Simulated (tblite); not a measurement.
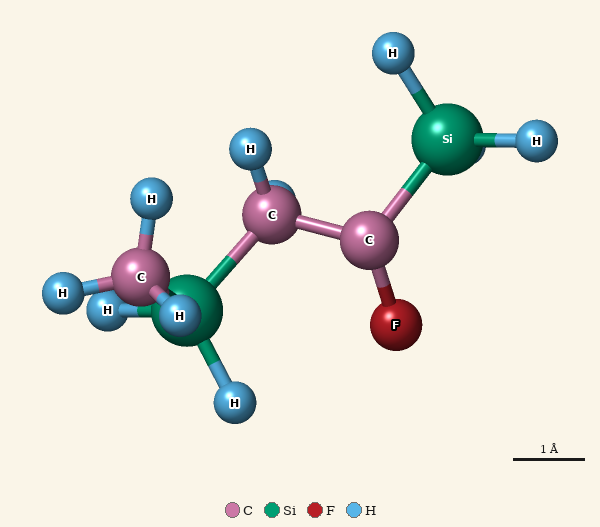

**Figure 1.** The input geometry (ball-and-stick view, seen at a tilt). Bond lengths as drawn: C–C 1.50 Å, C–F 1.39 Å, C–H 1.09 to 1.12 Å, C–Si 1.86 to 1.87 Å and H–Si 1.45 to 1.49 Å.

## Geometry relaxation, with input and output: C3H10FSi2 (part 1 of 2)

The run: geometry relaxation of C3H10FSi2, multiplicity 2, SMILES C[SiH2]C[C](F)[SiH3]. Method and program: GFN2-xTB geometry optimisation, gas phase (tblite 0.8.0).

It belongs to a series of runs on one base structure; here: H removed from sp3 C.

Input file:
```
{"job": {"kind": "relax", "xc": "GFN2-xTB", "basis": "xTB"}, "charge": 0, "multiplicity": 2}
C     -2.503700     0.302700     0.767300
Si    -1.308700    -1.096000     0.426800
C      0.209000    -0.283700    -0.282000
C      1.152500     0.073500     0.833000
F      1.505500    -1.094800     1.493500
Si     2.607700     0.904200     0.025100
H     -3.542200    -0.005500     0.507500
H     -2.439300     0.584000     1.826500
H     -2.209200     1.183100     0.134600
H     -1.913200    -1.952700    -0.572500
H     -1.005000    -1.782600     1.686100
H      0.735300    -0.911300    -1.007600
H     -0.103000     0.676100    -0.756500
H      3.412500    -0.131500    -0.636600
H      2.005400     1.865800    -0.937300
H      3.388800     1.677500     1.015700
```

The first line tells a small driver script what to run in tblite; the rest is the geometry in Å.

Hardware: 1 CPU thread, shared host.

Run as:
```bash
OMP_NUM_THREADS=1 python <driver script> task.json out
```

The program's output:
```
step      E/eV     max force
  0    -533.58268    1.434
  1    -533.70500    0.990
  2    -533.77380    0.805
  3    -533.82436    0.609
  4    -533.88380    0.555
  5    -533.91660    0.505
  6    -533.94998    0.535
  7    -533.98561    0.497
  8    -534.01863    0.443
  9    -534.04571    0.474
 10    -534.06976    0.373
 11    -534.08850    0.304
 12    -534.10248    0.295
 13    -534.11514    0.258
 14    -534.12674    0.259
 15    -534.13816    0.268
 16    -534.14906    0.234
 17    -534.15758    0.214
 18    -534.16425    0.221
 19    -534.16913    0.171
 20    -534.17313    0.158
 21    -534.17748    0.191
 22    -534.18213    0.183
 23    -534.18641    0.206
 24    -534.19008    0.190
 25    -534.19341    0.162
 26    -534.19661    0.147
 27    -534.19956    0.150
 28    -534.20205    0.122
 29    -534.20420    0.121
 30    -534.20643    0.141
 31    -534.20938    0.173
 32    -534.21374    0.209
 33    -534.21934    0.190
 34    -534.22438    0.152
 35    -534.22742    0.156
 36    -534.22935    0.134
 37    -534.23156    0.121
 38    -534.23427    0.125
 39    -534.23674    0.120
 40    -534.23839    0.094
 41    -534.23957    0.091
 42    -534.24087    0.118
 43    -534.24253    0.099
 44    -534.24409    0.096
 45    -534.24560    0.133
 46    -534.24767    0.151
 47    -534.25096    0.149
 48    -534.25554    0.182
 49    -534.26072    0.187
 50    -534.26622    0.164
 51    -534.27231    0.186
 52    -534.27895    0.238
 53    -534.28662    0.246
 54    -534.29348    0.293
 55    -534.30137    0.256
 56    -534.30898    0.250
 57    -534.31870    0.340
 58    -534.33217    0.380
 59    -534.34485    0.317
 60    -534.35032    0.383
 61    -534.35162    0.571
 62    -534.36223    0.142
 63    -534.36599    0.149
 64    -534.37363    0.273
 65    -534.37768    0.181
 66    -534.38127    0.151
 67    -534.38465    0.121
 68    -534.38907    0.102
 69    -534.39210    0.149
 70    -534.39456    0.132
 71    -534.39757    0.158
 72    -534.39864    0.231
 73    -534.40260    0.107
 74    -534.40444    0.074
 75    -534.40783    0.073
 76    -534.40872    0.072
 77    -534.40979    0.076
 78    -534.41070    0.074
 79    -534.41192    0.090
 80    -534.41294    0.071
 81    -534.41369    0.102
 82    -534.41415    0.060
 83    -534.41451    0.040
 84    -534.41483    0.041
 85    -534.41513    0.043
 86    -534.41536    0.043
 87    -534.41561    0.037
 88    -534.41592    0.045
 89    -534.41624    0.038
 90    -534.41649    0.035
 91    -534.41673    0.038
 92    -534.41704    0.047
 93    -534.41739    0.047
 94    -534.41767    0.041
 95    -534.41787    0.038
 96    -534.41807    0.033
 97    -534.41831    0.044
 98    -534.41853    0.039
 99    -534.41866    0.022
100    -534.41872    0.019
101    -534.41877    0.018
102    -534.41885    0.024
103    -534.41894    0.026
104    -534.41905    0.026
105    -534.41915    0.025
106    -534.41924    0.021
107    -534.41931    0.019
108    -534.41937    0.018
109    -534.41943    0.023
110    -534.41951    0.031
111    -534.41963    0.033
112    -534.41977    0.026
113    -534.41987    0.024
114    -534.41996    0.027
115    -534.42006    0.028
116    -534.42021    0.036
117    -534.42041    0.038
118    -534.42066    0.036
119    -534.42097    0.045
120    -534.42145    0.063
121    -534.42220    0.070
122    -534.42312    0.071
123    -534.42390    0.048
124    -534.42427    0.048
125    -534.42400    0.088
126    -534.42456    0.044
127    -534.42470    0.041
128    -534.42549    0.044
129    -534.42574    0.049
130    -534.42601    0.045
131    -534.42619    0.027
132    -534.42628    0.021
133    -534.42635    0.015
134    -534.42641    0.014
135    -534.42646    0.015
136    -534.42649    0.014
137    -534.42652    0.013
138    -534.42655    0.013
139    -534.42658    0.014
140    -534.42661    0.013
141    -534.42664    0.013
142    -534.42666    0.010
143    -534.42667    0.007
```

Trajectory as extended XYZ (Å, eV, eV/Å), 14 of the 144 frames kept, from step=0 to step=143:
```
16
Properties=species:S:1:pos:R:3:forces:R:3 step=0 energy=-533.58268
C    -2.5037    0.3027    0.7673   -0.4990   0.8160  -0.3450
Si   -1.3087   -1.0960    0.4268   -0.5940  -0.8210   0.5240
C     0.2090   -0.2837   -0.2820    0.2600   1.1430   0.0080
C     1.1525    0.0735    0.8330    0.0800  -1.0970  -0.9200
F     1.5055   -1.0948    1.4935   -0.1040   0.4690   0.2050
Si    2.6077    0.9042    0.0251    0.7350   1.1940   0.2580
H    -3.5422   -0.0055    0.5075    0.7900   0.4940   0.3740
H    -2.4393    0.5840    1.8265   -0.3070   0.1070  -0.4930
H    -2.2092    1.1831    0.1346   -0.5970  -0.6700   0.7320
H    -1.9132   -1.9527   -0.5725   -0.0660  -0.3930  -0.2570
H    -1.0050   -1.7826    1.6861   -0.0100  -0.1220  -0.1390
H     0.7353   -0.9113   -1.0076   -0.2840   0.0230   0.0470
H    -0.1030    0.6761   -0.7565    0.3770  -0.7520   0.0310
H     3.4125   -0.1315   -0.6366    0.0370   0.1510  -0.0200
H     2.0054    1.8658   -0.9373    0.2570  -0.2840   0.2010
H     3.3888    1.6775    1.0157   -0.0750  -0.2590  -0.2060
16
Properties=species:S:1:pos:R:3:forces:R:3 step=11 energy=-534.08850
C    -2.5872    0.3367    0.7963    0.1950  -0.2330   0.0010
Si   -1.4056   -1.1235    0.4511    0.0840  -0.0340  -0.0580
C     0.1901   -0.3478   -0.3117   -0.2160  -0.0960   0.1500
C     1.2846   -0.0332    0.6317    0.1350  -0.0280  -0.1820
F     1.4989   -0.9591    1.6123   -0.0820   0.0460  -0.0820
Si    2.7391    0.9944    0.0644    0.0160  -0.2340  -0.1890
H    -3.6188    0.0844    0.5830   -0.0440  -0.0300   0.0190
H    -2.5275    0.6563    1.8311   -0.0220  -0.0160   0.0570
H    -2.3119    1.1850    0.1816   -0.0720   0.1260  -0.0800
H    -1.9136   -2.0749   -0.5637   -0.0620   0.1860   0.0990
H    -1.0598   -1.9029    1.6412   -0.0670   0.0700   0.0360
H     0.5154   -1.0467   -1.0970    0.0970   0.0820   0.1930
H    -0.0594    0.5887   -0.8105    0.0330  -0.0390  -0.1550
H     3.6150    0.0532   -0.6804    0.0700   0.2520   0.1270
H     2.1355    1.9077   -0.9140    0.0870   0.0730   0.0990
H     3.4976    1.6907    1.1083   -0.1510  -0.1260  -0.0360
16
Properties=species:S:1:pos:R:3:forces:R:3 step=22 energy=-534.18213
C    -2.5988    0.3302    0.8171   -0.0230   0.0670   0.0100
Si   -1.4129   -1.1080    0.4735    0.1370  -0.0120  -0.0400
C     0.1820   -0.3881   -0.3408    0.0330   0.0250  -0.0290
C     1.3245   -0.0550    0.5376   -0.0810  -0.1520  -0.0540
F     1.4646   -0.9033    1.5997    0.0860   0.1120  -0.1170
Si    2.7894    0.9748    0.0091   -0.0970  -0.0270   0.1240
H    -3.6256    0.0343    0.6256   -0.0060   0.0160   0.0540
H    -2.5343    0.6571    1.8494   -0.0260   0.0240   0.0410
H    -2.3824    1.1914    0.1905   -0.0250  -0.0020  -0.0120
H    -2.0003   -2.0019   -0.5377   -0.0060  -0.0060   0.0050
H    -1.1174   -1.8777    1.6836    0.0200   0.0430  -0.0360
H     0.5040   -1.1443   -1.0703   -0.0130   0.0320   0.0470
H    -0.0566    0.5132   -0.9136    0.0440  -0.1270  -0.0450
H     3.8305    0.2074   -0.7012   -0.0790   0.0340   0.0070
H     2.2224    1.9906   -0.8810    0.0240  -0.0260  -0.0300
H     3.4034    1.5883    1.1820    0.0120  -0.0010   0.0760
16
Properties=species:S:1:pos:R:3:forces:R:3 step=33 energy=-534.21934
C    -2.6066    0.3601    0.8494    0.0130   0.0300   0.0030
Si   -1.3999   -1.0562    0.4633   -0.0710   0.0180   0.0130
C     0.1997   -0.4537   -0.4188    0.1380   0.0600  -0.0070
C     1.3192   -0.0809    0.4653    0.0270   0.0070  -0.0290
F     1.4968   -0.9197    1.5314   -0.0430   0.0570  -0.1630
Si    2.7635    1.0165    0.0385   -0.1060   0.0200   0.1530
H    -3.6312    0.0170    0.7171    0.0910   0.0540   0.0350
H    -2.5066    0.6971    1.8787    0.0060   0.0440  -0.0870
H    -2.4579    1.2168    0.1947   -0.0250  -0.0370   0.0750
H    -2.0375   -1.9526   -0.5013   -0.0850  -0.1250  -0.1150
H    -1.0685   -1.8038    1.6714    0.0400  -0.0210   0.0610
H     0.5142   -1.2862   -1.0621   -0.0450  -0.0280   0.0570
H     0.0006    0.3889   -1.0850    0.0300  -0.0560   0.0350
H     3.8354    0.2954   -0.6562    0.0780  -0.0530  -0.0640
H     2.2630    2.0563   -0.8674   -0.0170  -0.0310   0.0990
H     3.3082    1.5140    1.3042   -0.0310   0.0590  -0.0660
16
Properties=species:S:1:pos:R:3:forces:R:3 step=44 energy=-534.24409
C    -2.5828    0.3941    0.8640    0.0060   0.0100  -0.0130
Si   -1.4116   -1.0359    0.4310   -0.0150  -0.0320   0.0210
C     0.2068   -0.5036   -0.4748    0.0830  -0.0170  -0.0130
C     1.3008   -0.1017    0.4207    0.0720   0.0170  -0.0130
F     1.5132   -0.9905    1.4384   -0.0230  -0.0090  -0.0240
Si    2.7320    1.0407    0.0828   -0.0230   0.0330   0.0250
H    -3.6097    0.0443    0.8113   -0.0040   0.0310   0.0110
H    -2.4190    0.7575    1.8740    0.0470   0.0170  -0.0140
H    -2.4882    1.2392    0.1894    0.0120   0.0100  -0.0270
H    -2.0806   -1.9628   -0.4951   -0.0340   0.0130  -0.0140
H    -1.0145   -1.7481    1.6428   -0.0350  -0.0570   0.0530
H     0.5049   -1.4095   -1.0151    0.0090  -0.0340  -0.0250
H     0.0488    0.2748   -1.2193   -0.0080   0.0190   0.0510
H     3.8296    0.3384   -0.6134   -0.0380   0.0770   0.0440
H     2.2301    2.1167   -0.7752   -0.0210  -0.0360   0.0040
H     3.2324    1.5553    1.3619   -0.0300  -0.0440  -0.0660
16
Properties=species:S:1:pos:R:3:forces:R:3 step=55 energy=-534.30137
C    -2.3966    0.4839    0.8390   -0.0240   0.1100  -0.0010
Si   -1.4305   -1.0871    0.4041    0.0220   0.0290  -0.0470
C     0.2259   -0.6855   -0.5285    0.0830   0.0670   0.0750
C     1.3004   -0.2536    0.3754    0.1440   0.0770   0.0530
F     1.6334   -1.2248    1.2792    0.0140   0.0100   0.0510
Si    2.5452    1.1244    0.1898    0.1080  -0.0490  -0.0920
H    -3.4375    0.2398    1.0326    0.0270  -0.0060   0.0210
H    -2.0038    0.9601    1.7310    0.0370   0.0250   0.0450
H    -2.3826    1.2257    0.0468    0.0230  -0.0060  -0.0680
H    -2.2461   -1.8934   -0.5160    0.0540  -0.0500   0.0000
H    -1.1314   -1.8056    1.6438    0.0320  -0.0760  -0.0540
H     0.5369   -1.6188   -1.0185   -0.1630   0.1210   0.0000
H     0.0738    0.0868   -1.2823   -0.0060  -0.1270  -0.0040
H     3.7619    0.6323   -0.4956   -0.1030   0.0380  -0.0110
H     1.9052    2.1515   -0.6397   -0.0140  -0.0640   0.0620
H     3.0383    1.6734    1.4625   -0.2340  -0.0990  -0.0310
16
Properties=species:S:1:pos:R:3:forces:R:3 step=66 energy=-534.38127
C    -2.1672    0.6109    0.8254   -0.0130   0.0490   0.0110
Si   -1.4165   -1.0780    0.3882   -0.0490   0.0780   0.0760
C     0.2650   -0.8469   -0.5554   -0.0610  -0.0560   0.0410
C     1.3650   -0.4143    0.3057   -0.0020   0.0150  -0.0510
F     1.8240   -1.4007    1.1344   -0.0560   0.0680  -0.0240
Si    2.3310    1.1694    0.2641   -0.0090  -0.0620  -0.0520
H    -3.1465    0.4807    1.2833    0.0950   0.0070  -0.0230
H    -1.5583    1.1978    1.5118    0.0120  -0.1400  -0.0540
H    -2.3067    1.2098   -0.0709   -0.0130   0.0190  -0.0020
H    -2.3245   -1.7901   -0.5229    0.0180   0.0030  -0.0390
H    -1.1982   -1.9047    1.5755    0.0510   0.0200   0.0290
H     0.4871   -1.8315   -0.9718    0.0090  -0.0190  -0.0710
H     0.1328   -0.1345   -1.3669    0.0180  -0.0280   0.0250
H     3.6303    0.9914   -0.4122   -0.0370   0.0400   0.0800
H     1.5330    2.1294   -0.5039   -0.0200  -0.0360   0.0260
H     2.5420    1.6204    1.6392    0.0560   0.0430   0.0280
```
